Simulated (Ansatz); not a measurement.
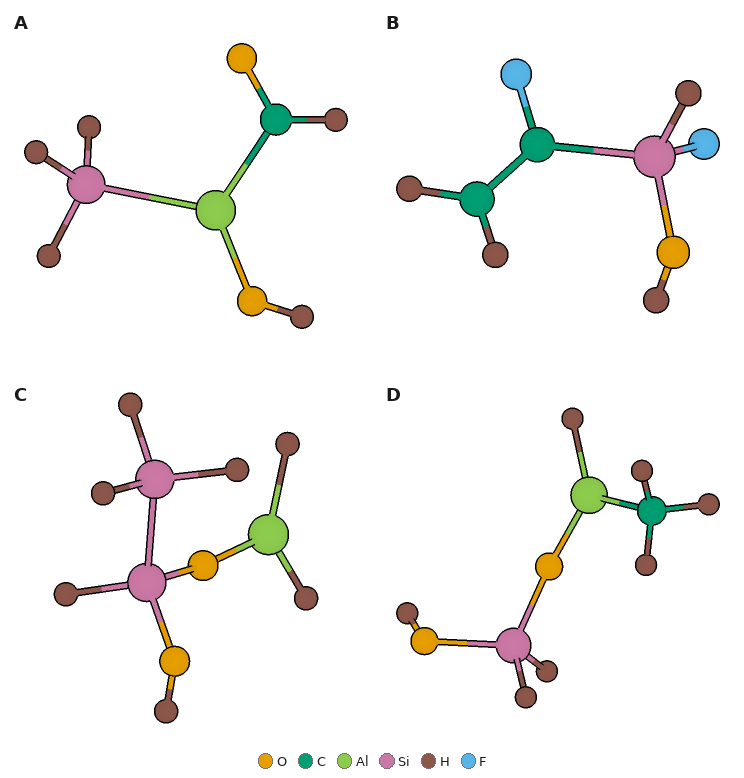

Simulated data, not a measurement (program: Ansatz).

```yaml
crystal:
  periodic: [false, false, false]
  atoms:
    - {symbol: O, position_ang: [-1.666076, 0.590463, 1.769309]}
    - {symbol: C, position_ang: [-1.723491, 0.952596, 0.613184]}
    - {symbol: Al, position_ang: [-0.203475, 0.291625, -0.550049]}
    - {symbol: O, position_ang: [-0.079621, 0.688482, -2.192938]}
    - {symbol: Si, position_ang: [1.484651, -1.121248, 0.507772]}
    - {symbol: H, position_ang: [-2.585968, 1.599104, 0.309266]}
    - {symbol: H, position_ang: [-0.685946, 1.231849, -2.692902]}
    - {symbol: H, position_ang: [2.533970, -1.543837, -0.459878]}
    - {symbol: H, position_ang: [2.150671, -0.392642, 1.623316]}
    - {symbol: H, position_ang: [0.858287, -2.347493, 1.075922]}
basis:
  gaussian: {orbitals: def2-TZVPP}
hamiltonian: {xc: hse06, dispersion: d4}
output: {orbitals: {seedname: orbitals}}
```

> Which picture belongs to the input above?

A. The file holds CH5AlO2Si, `O=[CH][Al]([OH])[SiH3]`.
